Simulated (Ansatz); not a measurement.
## C$_{5}$H$_{3}$: geometry relaxation (part 1 of 3)

- system: C$_{5}$H$_{3}$ (slab, 32 atoms in the cell)
- method: DFT PBE-D3(BJ), scalar-relativistic, plane waves, PAW, PAW set soft_1, no spin polarisation (Ansatz 0.2.0)

The input holds or restrains some coordinates. Forces given for the steps count only the free coordinates. It belongs to a series of runs on one base structure; here: start relaxed.

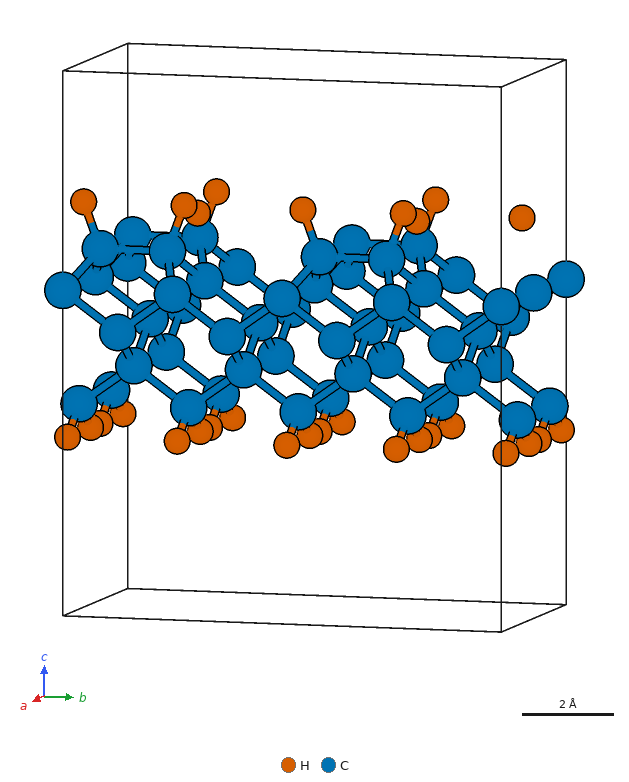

Figure 1. The starting structure (ball-and-stick view of the 1 × 2 repeat of the cell, with the vacuum cut short, seen slightly off an axis). An atom can appear more than once, as a periodic image.

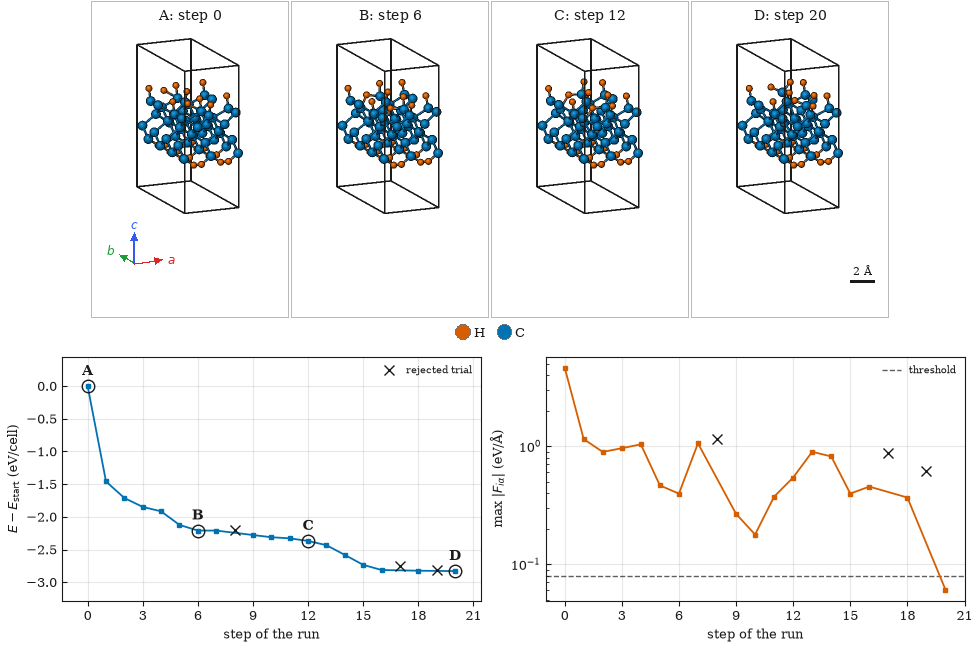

Figure 2. Frames of the restrained relaxation (ball-and-stick view of the 1 × 2 repeat of the cell, with the vacuum cut short (origin shifted), seen slightly off an axis) above the curves, on which the letters mark them (the first geometry is step 0 here and step 1 in the log).

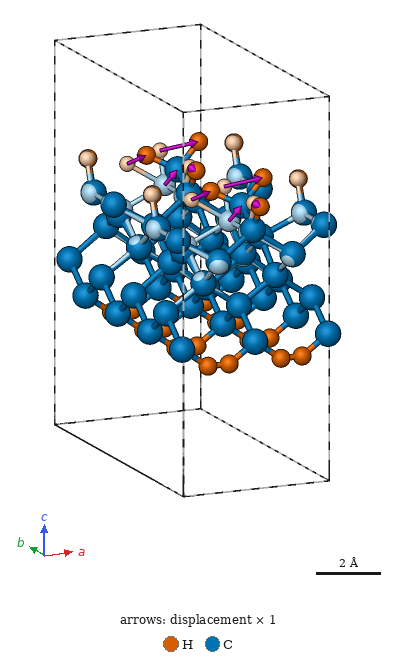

Figure 3. Start (faint) and end (solid) with the displacements as pink arrows, at true length (ball-and-stick view of the 1 × 2 repeat of the cell, with the vacuum cut short (origin shifted), seen slightly off an axis). H31 moves most: 1.29 Å. By element the largest moves are H 1.29 Å, C 0.67 Å. The cell doesn't change. Among the contacts that change: C24–C28 1.569 → 2.373 Å, C28–H32 1.396 → 1.083 Å, C24–C27 1.569 → 1.463 Å, C23–C28 1.569 → 1.662 Å. New bonds form: C28–H32 (1.40 → 1.08 Å). Bonds break: C24–C28 (1.57 → 2.37 Å). Among the angles that change: H31–C28–H32 55.0° → 102.9°, C23–C28–H32 147.1° → 121.2°, C27–C23–C28 107.2° → 93.7°. After 20 geometry steps the energy has fallen by 2.830 eV per cell of the calculation. The largest force component goes from 4.6 to 0.061 eV/Å. The line search rejected the trial steps at points 8, 17, 19 (counted from 0) and went back. (Atoms are counted from 1 in the order of the input.)

The input that produced these results follows, with the program's output.

Input file:
```yaml
accuracy: low
crystal:
  lattice:
    - [5.048742, 0.0, 0.0]
    - [0.0, 5.048742, 0.0]
    - [0.0, 0.0, 18.135561]
  atoms:
    - { symbol: H, position: [0.4277868, 0.0, 0.0551403] }
    - { symbol: H, position: [0.0722132, 0.0, 0.0551403] }
    - { symbol: H, position: [0.9277868, 0.0, 0.0551403] }
    - { symbol: H, position: [0.5722132, 0.0, 0.0551403] }
    - { symbol: H, position: [0.4277868, 0.5, 0.0551403] }
    - { symbol: H, position: [0.0722132, 0.5, 0.0551403] }
    - { symbol: H, position: [0.9277868, 0.5, 0.0551403] }
    - { symbol: H, position: [0.5722132, 0.5, 0.0551403] }
    - { symbol: C, position: [0.25, 0.0, 0.0901378] }
    - { symbol: C, position: [0.75, 0.0, 0.0901378] }
    - { symbol: C, position: [0.25, 0.5, 0.0901378] }
    - { symbol: C, position: [0.75, 0.5, 0.0901378] }
    - { symbol: C, position: [0.25, 0.25, 0.1393505] }
    - { symbol: C, position: [0.75, 0.25, 0.1393505] }
    - { symbol: C, position: [0.25, 0.75, 0.1393505] }
    - { symbol: C, position: [0.75, 0.75, 0.1393505] }
    - { symbol: C, position: [0.0, 0.25, 0.1885632] }
    - { symbol: C, position: [0.5, 0.25, 0.1885632] }
    - { symbol: C, position: [0.0, 0.75, 0.1885632] }
    - { symbol: C, position: [0.5, 0.75, 0.1885632] }
    - { symbol: C, position: [0.0, 0.0, 0.2377759] }
    - { symbol: C, position: [0.5, 0.0, 0.2377759] }
    - { symbol: C, position: [0.0, 0.5, 0.2377759] }
    - { symbol: C, position: [0.5, 0.5, 0.2377759] }
    - { symbol: C, position: [0.25, 0.0969069, 0.2814746] }
    - { symbol: C, position: [0.75, 0.0969069, 0.2814746] }
    - { symbol: C, position: [0.25, 0.4030931, 0.2814746] }
    - { symbol: C, position: [0.75, 0.4030931, 0.2814746] }
    - { symbol: H, position: [0.75, 0.0208818, 0.3383166] }
    - { symbol: H, position: [0.25, 0.4791182, 0.3383166] }
    - { symbol: H, position: [0.75, 0.4791182, 0.3383166] }
    - { symbol: H, position: [0.5239814, 0.4735369, 0.3212231] }
basis:
  ecutwfc: 420.0
kpoints:
  mp_grid: { grid: [2, 2, 1] }
hamiltonian:
  xc: pbe
  dispersion: d3bj
  pseudopotentials: { kind: paw, azcp: { folder: soft_1 } }
scf:
  occupations: { method: fermi_dirac, width: 0.05 }
  lower_state_search: "off"
relax:
  f_tol: 0.08
  max_steps: 25
  adjacent_minimum: "off"
  constraints: [{ sites: [0, 1, 2, 3, 4, 5, 6, 7, 8, 9, 10, 11, 12, 13, 14, 15] }]
```

Command:
```bash
ansatz run input.yaml --threads 1 --pin off --max-ram 3072MiB --backend cpu --events-out ev --progress --plain --runs-dir out
```

The program's output:
```
Engine: ansatz 0.2.0, aarch64-unknown-linux-gnu
Pseudopotentials: kind: paw
Pseudopotential: H, paw, valence charge 1, recommended cutoff 420 eV (normal), [file]
Pseudopotential: C, paw, valence charge 4, recommended cutoff 420 eV (normal), [file]
Functional definition: PBE
  parameter kappa = 0.804
  parameter beta = 0.06672455060314922
  exchange = pbe_x(kappa = kappa, mu = beta*pi^2/3)
  correlation = pbe_c(beta = beta)
Crystal: 32 atoms, lattice volume = 462.272 Å³
Basis set: ecut = 420 eV, 9049 PW (Γ), exchange–correlation on 72×72×250 points (8 copies of the dense FFT grid, shifted against one another)
Bands: 78, of which v1, the nominal top of the filled ones, is band 46 counted from 1 (45 counted from 0)
Symmetry: 1 space group operations
Space group: P1 (ITA 1), of the structure as read, at distance tolerance 7.7e-5 Å
k-points: 4
Non-local potential: H, projectors of the file, l = 0: 2, l = 1: 1
Non-local potential: C, projectors of the file, l = 0: 2, l = 1: 2, l = 2: 1
PAW form: soft (Blöchl's): semilocal exchange-correlation on the pseudo side does not see the compensation charge
PAW one-centre angular grid: H, 110 points (default); XC on 64 Gauss nodes
PAW one-centre angular grid: C, 110 points (default); XC on 64 Gauss nodes
Initial density: superposition of atomic densities (neutral atoms: chi_scale 0, normalization atom)
Initial wavefunctions: pseudopotential atomic-orbital guess
Functional: x = pbe(κ = 0.804, μ = 0.2195149727645171), c = pbe(β = 0.06672455060314922)
SCF iter   1: F=—  HF=-5203.331609 eV  |F-HF|=—  |Δ(HF+E_count)|=         —  Δρ=9.00e-2  dr2=3.80e1  ethr=3.10e-3  ⟨swp⟩=8.2  Hψ=1770  notcnv=0  defer=58
preconditioner: auto → Resta (q_TF=auto, 2.085 Å⁻¹)  ε∞=1.9  [insulator: Δε(μ)=2.661 eV  Ē_g=17.041 eV  σ=0.050 eV  W_gap=1.00  n_scr=76 (ndim 8)  ℏωp=16.6 eV  f_vac=0.566  D(μ)=0.00/eV (n_scr^D=0)  ε∞_Penn≈1.9  vacuum switching on, ρ_ref=2.1e-2 e/Å³]
SCF iter   2: F=—  HF=-5191.597863 eV  |F-HF|=—  |Δ(HF+E_count)|=    1.17e1  Δρ=4.14e-2  dr2=6.10e0  ethr=3.10e-3  ⟨swp⟩=3.8  Hψ=688  notcnv=0  defer=97
preconditioner: auto → LDOS  [insulator: Δε(μ)=0.144 eV  Ē_g=15.991 eV  σ=0.050 eV  W_gap=0.61  n_scr=76 (ndim 8)  ℏωp=16.6 eV  f_vac=0.583  D(μ)=4.25/eV (n_scr^D=10)  ε∞_Penn≈2.1  β→1.0]
SCF iter   3: F=—  HF=-5190.098253 eV  |F-HF|=—  |Δ(HF+E_count)|=    1.50e0  Δρ=2.28e-2  dr2=3.86e0  ethr=3.10e-3  ⟨swp⟩=4.0  Hψ=655  notcnv=0  defer=99
SCF iter   4: F=—  HF=-5189.846840 eV  |F-HF|=—  |Δ(HF+E_count)|=   2.51e-1  Δρ=7.59e-3  dr2=3.58e-1  ethr=3.10e-3  ⟨swp⟩=2.5  Hψ=363  notcnv=0  defer=99
SCF iter   5: F=—  HF=-5189.808264 eV  |F-HF|=—  |Δ(HF+E_count)|=   3.86e-2  Δρ=2.85e-3  dr2=6.94e-2  ethr=3.89e-4  ⟨swp⟩=4.0  Hψ=519  notcnv=0  defer=93
SCF iter   6: F=—  HF=-5189.800015 eV  |F-HF|=—  |Δ(HF+E_count)|=   8.25e-3  Δρ=1.11e-3  dr2=1.12e-2  ethr=7.54e-5  ⟨swp⟩=3.8  Hψ=514  notcnv=0  defer=92
SCF iter   7: F=—  HF=-5189.800745 eV  |F-HF|=—  |Δ(HF+E_count)|=   7.30e-4  Δρ=4.45e-4  dr2=1.65e-3  ethr=1.22e-5  ⟨swp⟩=2.2  Hψ=460  notcnv=0  defer=92
SCF iter   8: F=—  HF=-5189.800816 eV  |F-HF|=—  |Δ(HF+E_count)|=   7.08e-5  Δρ=1.73e-4  dr2=1.91e-4  ethr=1.80e-6  ⟨swp⟩=2.5  Hψ=414  notcnv=0  defer=92
SCF iter   9: F=-5189.800834 eV  HF=-5189.800840 eV  |F-HF|=5.68e-6  |Δ(HF+E_count)|=   2.42e-5  Δρ=6.62e-5  dr2=3.14e-5  ethr=1.09e-7  ⟨swp⟩=3.0  Hψ=1104  notcnv=0
SCF 1 converged in 9 iterations: F = -5189.800834 eV  dr2 = 3.14e-5
  greatest PAW one-centre occupation: 0.668 electrons in one spin orbital (limit 2), on the C atom at site 9 (counted from 0), in its partial waves of l = 0
relax step   1: F+E_penalty+E_count = -5189.80083413 eV  Δ(F+E_penalty+E_count) = +0.000e0 eV  max|allowed force component| = 4.640e0 eV/Å  Δτ_max = 0.0000 Å  (9 SCF iters, dr2 threshold 1.00e-4 eV, accepted)
Initial density: handed on by an earlier stage of this run
Initial wavefunctions: those handed on with the density
iter 1 solved again at ethr=2.75e-4 eV; its pass at ethr=3.10e-3 eV (dr2=2.53e-1 eV) is discarded
SCF iter   1: F=—  HF=-5191.311789 eV  |F-HF|=—  |Δ(HF+E_count)|=         —  Δρ=9.64e-3  dr2=2.45e-1  ethr=2.75e-4  ⟨swp⟩=1.0  Hψ=1379  notcnv=0  defer=93
preconditioner: auto → Resta (q_TF=auto, 2.085 Å⁻¹)  ε∞=2.2  [insulator: Δε(μ)=1.093 eV  Ē_g=15.242 eV  σ=0.050 eV  W_gap=1.00  n_scr=76 (ndim 8)  ℏωp=16.6 eV  f_vac=0.594  D(μ)=0.00/eV (n_scr^D=0)  ε∞_Penn≈2.2  vacuum switching on, ρ_ref=1.7e-2 e/Å³]
SCF iter   2: F=—  HF=-5191.263248 eV  |F-HF|=—  |Δ(HF+E_count)|=   4.85e-2  Δρ=4.48e-3  dr2=3.96e-2  ethr=2.66e-4  ⟨swp⟩=2.2  Hψ=381  notcnv=0  defer=93
SCF iter   3: F=—  HF=-5191.260218 eV  |F-HF|=—  |Δ(HF+E_count)|=   3.03e-3  Δρ=1.17e-3  dr2=4.53e-3  ethr=4.31e-5  ⟨swp⟩=2.5  Hψ=524  notcnv=0  defer=93
SCF iter   4: F=—  HF=-5191.259794 eV  |F-HF|=—  |Δ(HF+E_count)|=   4.24e-4  Δρ=2.67e-4  dr2=2.45e-4  ethr=4.93e-6  ⟨swp⟩=2.0  Hψ=366  notcnv=0  defer=93
SCF iter   5: F=-5191.259809 eV  HF=-5191.259825 eV  |F-HF|=1.61e-5  |Δ(HF+E_count)|=   3.10e-5  Δρ=8.48e-5  dr2=3.79e-5  ethr=1.09e-7  ⟨swp⟩=3.0  Hψ=1065  notcnv=0
SCF 2 converged in 5 iterations: F = -5191.259809 eV  dr2 = 3.79e-5
relax step   2: F+E_penalty+E_count = -5191.25980900 eV  Δ(F+E_penalty+E_count) = -1.459e0 eV  max|allowed force component| = 1.149e0 eV/Å  Δτ_max = 0.1272 Å  (5 SCF iters, dr2 threshold 1.00e-4 eV, accepted)
SCF iter   1: F=—  HF=-5191.532069 eV  |F-HF|=—  |Δ(HF+E_count)|=         —  Δρ=5.92e-3  dr2=1.13e-1  ethr=1.92e-3  ⟨swp⟩=4.2  Hψ=799  notcnv=0  defer=93
preconditioner: auto → Resta (q_TF=auto, 2.085 Å⁻¹)  ε∞=2.2  [insulator: Δε(μ)=1.197 eV  Ē_g=15.240 eV  σ=0.050 eV  W_gap=1.00  n_scr=76 (ndim 8)  ℏωp=16.6 eV  f_vac=0.597  D(μ)=0.00/eV (n_scr^D=0)  ε∞_Penn≈2.2  vacuum switching on, ρ_ref=1.7e-2 e/Å³]
SCF iter   2: F=—  HF=-5191.510277 eV  |F-HF|=—  |Δ(HF+E_count)|=   2.18e-2  Δρ=2.71e-3  dr2=1.43e-2  ethr=1.23e-4  ⟨swp⟩=2.0  Hψ=525  notcnv=0  defer=96
SCF iter   3: F=—  HF=-5191.511979 eV  |F-HF|=—  |Δ(HF+E_count)|=   1.70e-3  Δρ=9.45e-4  dr2=2.13e-3  ethr=1.55e-5  ⟨swp⟩=2.0  Hψ=363  notcnv=0  defer=96
SCF iter   4: F=—  HF=-5191.512575 eV  |F-HF|=—  |Δ(HF+E_count)|=   5.96e-4  Δρ=1.75e-4  dr2=1.53e-4  ethr=2.32e-6  ⟨swp⟩=2.0  Hψ=393  notcnv=0  defer=96
SCF iter   5: F=-5191.512595 eV  HF=-5191.512610 eV  |F-HF|=1.52e-5  |Δ(HF+E_count)|=   3.53e-5  Δρ=5.79e-5  dr2=3.31e-5  ethr=8.96e-8  ⟨swp⟩=3.0  Hψ=1074  notcnv=0
SCF 3 converged in 5 iterations: F = -5191.512595 eV  dr2 = 3.31e-5
relax step   3: F+E_penalty+E_count = -5191.51259499 eV  Δ(F+E_penalty+E_count) = -2.528e-1 eV  max|allowed force component| = 8.944e-1 eV/Å  Δτ_max = 0.2000 Å  (5 SCF iters, dr2 threshold 8.24e-5 eV, accepted)
SCF iter   1: F=—  HF=-5191.686116 eV  |F-HF|=—  |Δ(HF+E_count)|=         —  Δρ=6.48e-3  dr2=1.50e-1  ethr=9.02e-4  ⟨swp⟩=4.5  Hψ=830  notcnv=0  defer=96
preconditioner: auto → Resta (q_TF=auto, 2.085 Å⁻¹)  ε∞=2.2  [insulator: Δε(μ)=1.231 eV  Ē_g=15.312 eV  σ=0.050 eV  W_gap=1.00  n_scr=76 (ndim 8)  ℏωp=16.6 eV  f_vac=0.598  D(μ)=0.00/eV (n_scr^D=0)  ε∞_Penn≈2.2  vacuum switching on, ρ_ref=1.7e-2 e/Å³]
SCF iter   2: F=—  HF=-5191.649879 eV  |F-HF|=—  |Δ(HF+E_count)|=   3.62e-2  Δρ=2.92e-3  dr2=1.87e-2  ethr=1.63e-4  ⟨swp⟩=2.0  Hψ=489  notcnv=0  defer=101
[...]
relax step   4: F+E_penalty+E_count = -5191.64848244 eV  Δ(F+E_penalty+E_count) = -1.359e-1 eV  max|allowed force component| = 9.615e-1 eV/Å  Δτ_max = 0.1944 Å  (5 SCF iters, dr2 threshold 5.00e-5 eV, accepted)
preconditioner: auto → Resta (q_TF=auto, 2.085 Å⁻¹)  ε∞=2.2  [insulator: Δε(μ)=1.147 eV  Ē_g=15.306 eV  σ=0.050 eV  W_gap=1.00  n_scr=76 (ndim 8)  ℏωp=16.6 eV  f_vac=0.596  D(μ)=0.00/eV (n_scr^D=0)  ε∞_Penn≈2.2  vacuum switching on, ρ_ref=1.7e-2 e/Å³]
relax step   5: F+E_penalty+E_count = -5191.71632903 eV  Δ(F+E_penalty+E_count) = -6.785e-2 eV  max|allowed force component| = 1.037e0 eV/Å  Δτ_max = 0.0991 Å  (5 SCF iters, dr2 threshold 1.00e-4 eV, accepted)
preconditioner: auto → Resta (q_TF=auto, 2.085 Å⁻¹)  ε∞=2.2  [insulator: Δε(μ)=1.113 eV  Ē_g=15.319 eV  σ=0.050 eV  W_gap=1.00  n_scr=76 (ndim 8)  ℏωp=16.6 eV  f_vac=0.597  D(μ)=0.00/eV (n_scr^D=0)  ε∞_Penn≈2.2  vacuum switching on, ρ_ref=1.7e-2 e/Å³]
relax step   6: F+E_penalty+E_count = -5191.92427648 eV  Δ(F+E_penalty+E_count) = -2.079e-1 eV  max|allowed force component| = 4.655e-1 eV/Å  Δτ_max = 0.2000 Å  (5 SCF iters, dr2 threshold 1.00e-4 eV, accepted)
preconditioner: auto → Resta (q_TF=auto, 2.085 Å⁻¹)  ε∞=2.2  [insulator: Δε(μ)=0.638 eV  Ē_g=15.322 eV  σ=0.050 eV  W_gap=1.00  n_scr=76 (ndim 8)  ℏωp=16.6 eV  f_vac=0.597  D(μ)=0.05/eV (n_scr^D=0)  ε∞_Penn≈2.2  vacuum switching on, ρ_ref=1.7e-2 e/Å³]
```
